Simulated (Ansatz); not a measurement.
## Electronic structure of BClH8Si3 in real space

Input file:

```
crystal:
  periodic: [false, false, false]
  atoms:
    - {symbol: B, position_ang: [-1.250077, 1.330427, 0.426708]}
    - {symbol: Si, position_ang: [-1.119405, -0.572639, 1.082163]}
    - {symbol: Si, position_ang: [0.497368, -1.538065, -0.320308]}
    - {symbol: Si, position_ang: [1.585268, 0.422697, -0.997616]}
    - {symbol: Cl, position_ang: [0.757765, 1.918944, 0.292674]}
    - {symbol: H, position_ang: [-1.607969, 1.454723, -0.713171]}
    - {symbol: H, position_ang: [-1.631422, 2.165841, 1.197352]}
    - {symbol: H, position_ang: [-2.382244, -1.354981, 0.953035]}
    - {symbol: H, position_ang: [-0.612328, -0.742811, 2.474864]}
    - {symbol: H, position_ang: [1.513178, -2.441452, 0.284944]}
    - {symbol: H, position_ang: [-0.033101, -2.169854, -1.559243]}
    - {symbol: H, position_ang: [3.040703, 0.570319, -0.750240]}
    - {symbol: H, position_ang: [1.262667, 0.922250, -2.356361]}
basis:
  gaussian: {orbitals: def2-TZVPP}
hamiltonian: {xc: pbe0, dispersion: d4}
output: {orbitals: {seedname: orbitals}}
```

Run with:

```sh
ansatz run in.yaml --threads 4 --pin off --events-out ev --progress --plain --max-ram 10444MiB
```

Geometry: PBE0-D4/def2-TZVP.

Method: RKS PBE0-D4/def2-TZVPP in Ansatz.

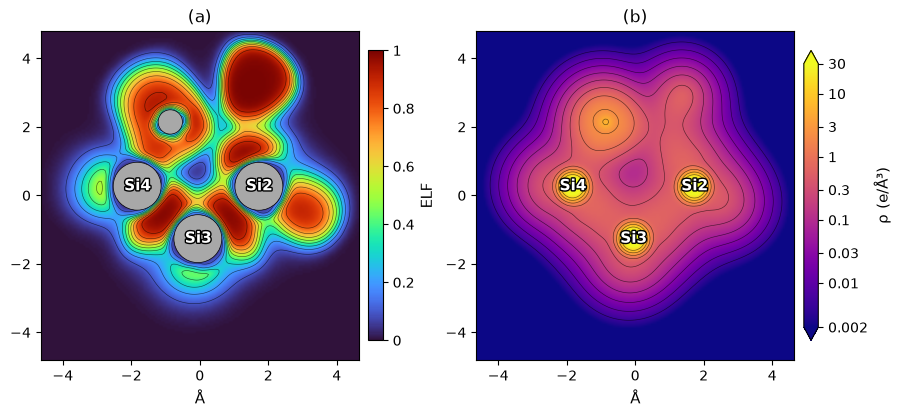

Figure 1. (a) electron localisation function; (b) total electron density on the plane of atoms Si2, Si3 and Si4. Grey discs cover the atomic cores in the ELF map.

Describe what can be read from this map.

The plane passes through Si nuclei. Si–Si (2.34 Å): ρ at the midpoint is about 0.63 e/Å³; the ELF peaks at about 1 between the atoms: a covalent bond. The ELF also peaks beside Cl5, away from the bonds: lone-pair regions.

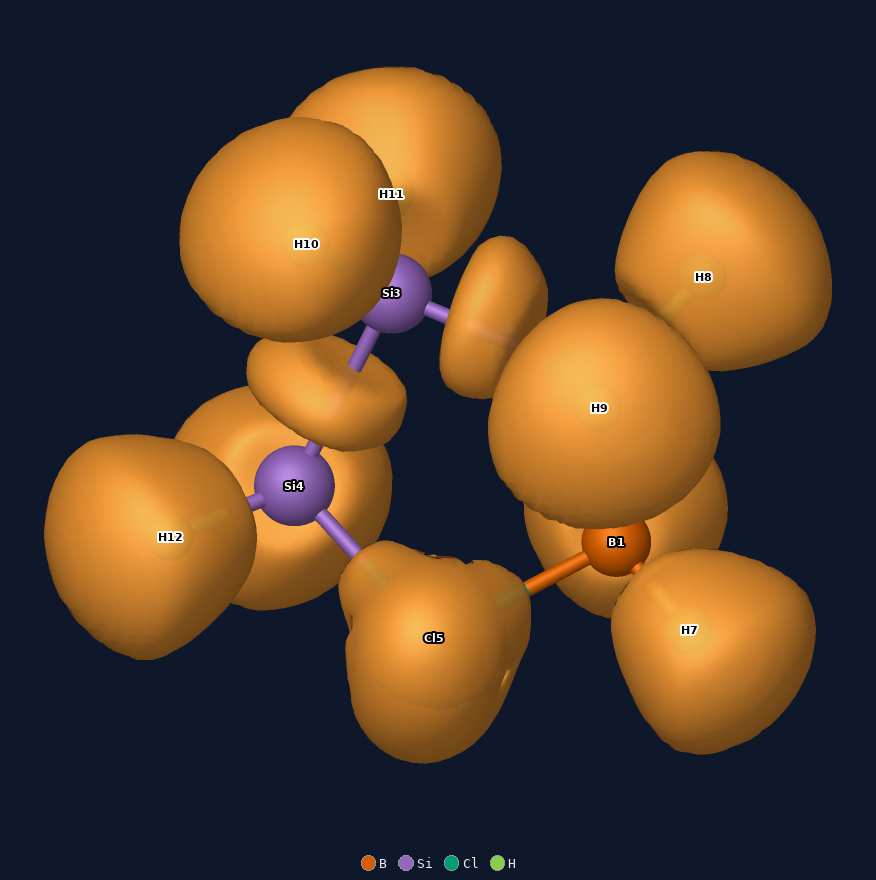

Figure 2. Isosurface of the ELF at 0.8 (orange), seen at a tilt. Only the valence region is drawn (cores and ρ < 0.01 e/Å³ removed).

Describe the localisation domains.

At this value the surface marks out one region between bonded B–Si atoms (shared pairs), two regions between bonded Si–Si atoms (shared pairs), eight regions around hydrogen nuclei and one region on Cl in which the atom's valence shell and bonds are merged. Profiles from the grid: Si–B (2.02 Å): the ELF peaks at about 1 between the atoms, as expected for a covalent bond. B–Cl (2.10 Å): the ELF peaks at about 0.90 between the atoms, as expected for a polar covalent bond.

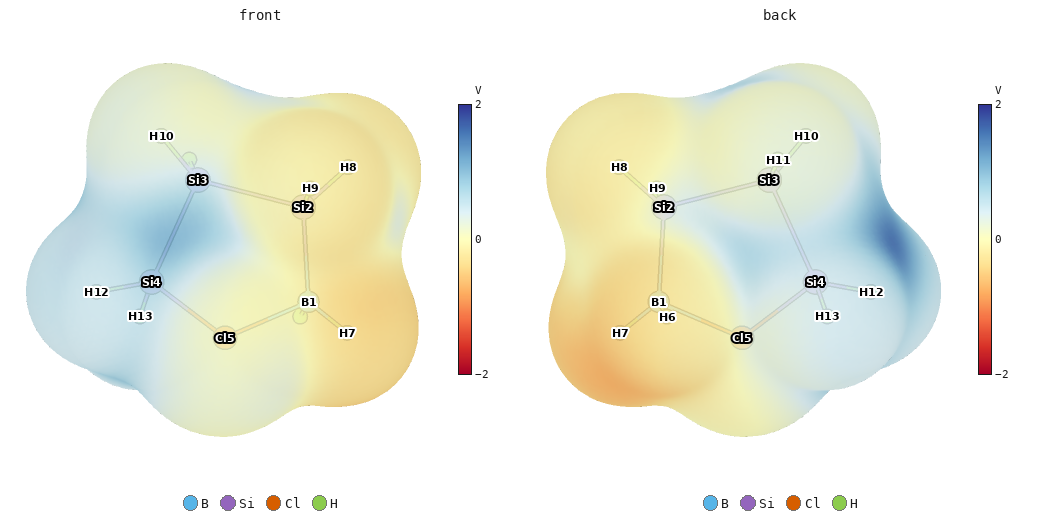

Figure 3. The molecular electrostatic potential painted on the density surface at 0.001 e/bohr³, seen from the front and from behind; the colour scale runs from red (negative) to blue (positive).

Which sites attract a positive test charge, and which a negative one?

A positive charge is drawn to the negative regions and a negative charge to the positive ones. The most negative region (about −0.7 V) lies over H6, the most positive (about +1.5 V) over Si4.

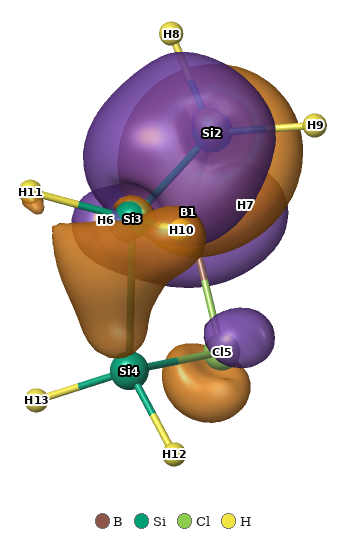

Figure 4. One frontier orbital at ±0.1 Å⁻³ᐟ² (orange and purple are the two phases), seen at an oblique angle.

Which orbital is it: HOMO or LUMO?

The HOMO, at −7.50 eV. Its weight (Hirshfeld) is mainly on Si2 (about 35 %), B1 (about 25 %) and Si3 (about 20 %).
